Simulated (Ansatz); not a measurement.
# Calculations on SnH2OCl2

**1. Relaxation**

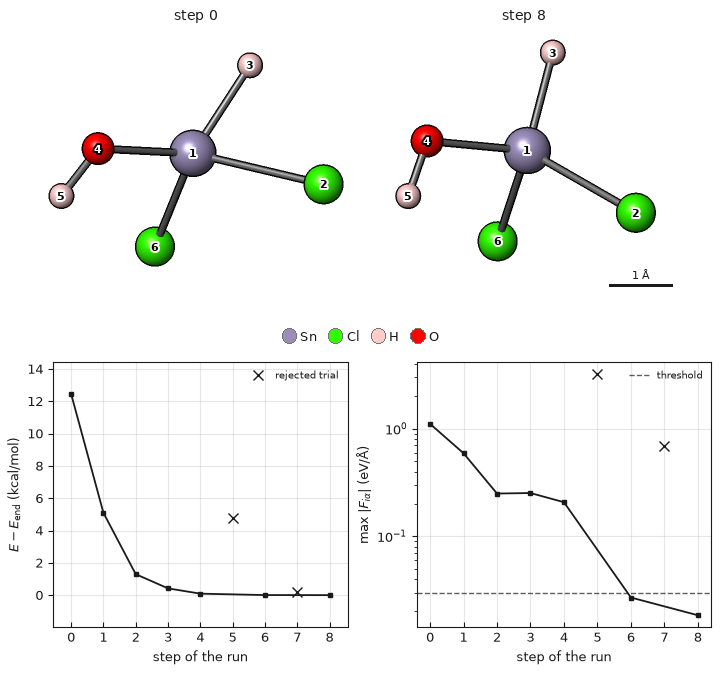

First and last geometry of a relaxation of SnH$_{2}$OCl$_{2}$, with the history of the run. Style: ball-and-stick. Shown from a free direction.

The run prepares an end point of a later path (reaction) calculation, from a guessed geometry.

The calculation used RKS PBE/def2-SVP (Ansatz). Settings: no spin polarisation; force threshold 0.03 eV/Å; at most 50 steps.

Q: Did the run converge, and what did it change?

A: It converged. The largest move after the best rigid fit is that of Cl2, 0.56 Å. By element the largest moves are Cl 0.56 Å, H 0.52 Å, O 0.19 Å, Sn 0.12 Å. Near-neighbour distances that change, for instance: Sn1–Cl2 2.389 → 2.363 Å, Sn1–H3 1.719 → 1.715 Å. Bond angles that change, for instance: Cl2–Sn1–H3 77.1° → 112.1°, H3–Sn1–O4 119.6° → 107.7°, H3–Sn1–Cl6 122.2° → 112.4°. After 6 accepted moves (8 points after the start) the energy has fallen by 12.5 kcal/mol. Largest force component: 1.1 eV/Å at the start, 0.018 eV/Å at the end. The line search rejected the trial steps at points 5, 7 of the run. The forces were under the threshold at step 6, but the run went on from there.

**2. Relaxation**

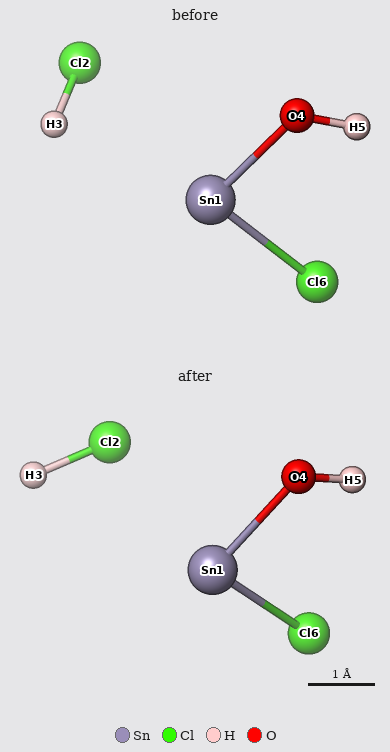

The structure of SnH2OCl2 before (top) and after (bottom) a relaxation, at one scale.

The picture is a ball-and-stick view, seen at a tilt.

The run prepares an end point of a later path (reaction) calculation, from a guessed geometry.

Theory: RKS PBE/def2-SVP (Ansatz). (no spin polarisation; force threshold 0.03 eV/Å; at most 50 steps)

**What changed between the two?**

The largest move after the best rigid fit is that of Cl2, 0.61 Å. By element the largest moves are Cl 0.61 Å, H 0.45 Å, Sn 0.30 Å, O 0.04 Å. Some distances before and after: Sn1–Cl2 3.607 → 3.287 Å, Cl2–H3 1.338 → 1.299 Å, Sn1–Cl6 2.429 → 2.439 Å, Sn1–O4 2.017 → 2.023 Å. The energy falls by 10.3 kJ/mol in 10 accepted moves (13 points after the start). The largest force component goes from 1 to 0.012 eV/Å. The line search rejected the trial steps at points 1, 6, 11 of the run. The forces were under the threshold at step 9, but the run went on from there.

Limits of the set-up: the start holds two separate molecules, 2.9 Å apart at their closest, whose relative position is a soft coordinate and is computed without a dispersion correction.

**3. Path**

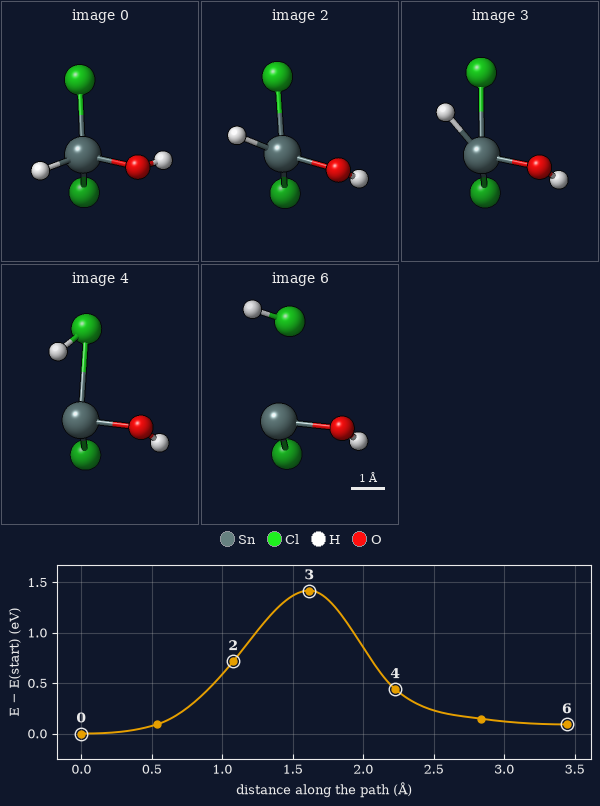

NEB run on SnH2OCl2. Images are numbered from 0 (start) to 6 (end). A ball-and-stick model, seen at a tilt.

Method: RKS PBE/def2-SVP (Ansatz).

Input file:
```yaml
crystal:
  periodic: [false, false, false]
  atoms:
    - { symbol: Sn, position_ang: [0.332765, -0.040538, -0.001771] }
    - { symbol: Cl, position_ang: [0.44627, 0.05808, 2.356427] }
    - { symbol: H, position_ang: [1.885296, 0.030981, -0.725713] }
    - { symbol: O, position_ang: [-0.719495, 1.511122, -0.671106] }
    - { symbol: H, position_ang: [-1.634888, 1.476563, -0.327312] }
    - { symbol: Cl, position_ang: [-0.817649, -2.034809, -0.533624] }
basis:
  gaussian: { orbitals: def2-SVP }
hamiltonian:
  xc: pbe
neb:
  order_check: false
  images: 5
  f_tol: 0.05
  max_iterations: 60
  final_atoms:
    - { symbol: Sn, position_ang: [0.01564519, 0.06766625, -1.18266208] }
    - { symbol: Cl, position_ang: [1.57601841, 0.07208033, 1.71006156] }
    - { symbol: H, position_ang: [2.73475357, -0.12611722, 1.15794646] }
    - { symbol: O, position_ang: [-1.2644722, 1.55853424, -0.7034507] }
    - { symbol: H, position_ang: [-2.08796861, 1.18138721, -0.32958866] }
    - { symbol: Cl, position_ang: [-1.48167735, -1.75215182, -0.55540557] }
  initial_path:
    images:
      - { positions_ang: [[0.332765, -0.040538, -0.001771], [0.44627, 0.05808, 2.356427], [1.885296, 0.030981, -0.725713], [-0.719495, 1.511122, -0.671106], [-1.634888, 1.476563, -0.327312], [-0.817649, -2.034809, -0.533624]] }
      - { positions_ang: [[0.22208145, -0.02687423, -0.00147913], [0.80496407, 0.03848527, 2.27748445], [1.89619861, 0.02335541, -0.38533921], [-0.79025871, 1.54010691, -0.66229203], [-1.71965534, 1.43895194, -0.50655845], [-0.92103109, -2.01262629, -0.62491463]] }
      - { positions_ang: [[0.11139791, -0.01321047, -0.00118727], [1.16365815, 0.01889053, 2.19854189], [1.90710122, 0.01572982, -0.04496541], [-0.86102242, 1.56909182, -0.65347806], [-1.80442268, 1.40134088, -0.6858049], [-1.02441317, -1.99044358, -0.71620526]] }
      - { positions_ang: [[0.00071436, 0.0004533, -0.0008954], [1.52235222, -0.0007042, 2.11959934], [1.91800383, 0.00810424, 0.29540838], [-0.93178613, 1.59807672, -0.64466408], [-1.88919002, 1.36372982, -0.86505135], [-1.12779526, -1.96826088, -0.80749589]] }
      - { positions_ang: [[0.0056913, 0.02285761, -0.39481762], [1.54024095, 0.02355731, 1.98308675], [2.19025374, -0.03663625, 0.58292107], [-1.04268149, 1.5848959, -0.66425962], [-1.95544955, 1.30294895, -0.68656379], [-1.24575596, -1.89622452, -0.72346578]] }
      - { positions_ang: [[0.01066825, 0.04526193, -0.78873985], [1.55812968, 0.04781882, 1.84657415], [2.46250366, -0.08137673, 0.87043377], [-1.15357685, 1.57171507, -0.68385516], [-2.02170908, 1.24216808, -0.50807623], [-1.36371666, -1.82418817, -0.63943568]] }
      - { positions_ang: [[0.01564519, 0.06766625, -1.18266208], [1.57601841, 0.07208033, 1.71006156], [2.73475357, -0.12611722, 1.15794646], [-1.2644722, 1.55853424, -0.7034507], [-2.08796861, 1.18138721, -0.32958866], [-1.48167735, -1.75215182, -0.55540557]] }
```

Launched with:
```bash
ansatz run input.yaml --threads 2 --pin off --max-ram 3072MiB --backend cpu --events-out ev --progress --plain --runs-dir out
```

Question: Describe the mechanism and the energy profile.

Answer: Breaking: Cl–Sn (2.36 → 3.29 Å), H–Sn (1.71 → 3.59 Å). Forming: Cl–H (3.40 → 1.30 Å). The highest point, image 3, lies 1.42 eV above the start and 1.33 eV above the end; the end is at +0.09 eV relative to the start. The band converged in 7 iterations. The largest component of the band force went from 3.7 to 0.041 eV/Å. The climbing image converged on the top of the path. Its vibrational analysis gives one imaginary mode (876i cm⁻¹), as a transition state must have.

Cost: 60 s on 2 threads of Arm Neoverse V1, on a shared host, peak memory 0.13 GiB.
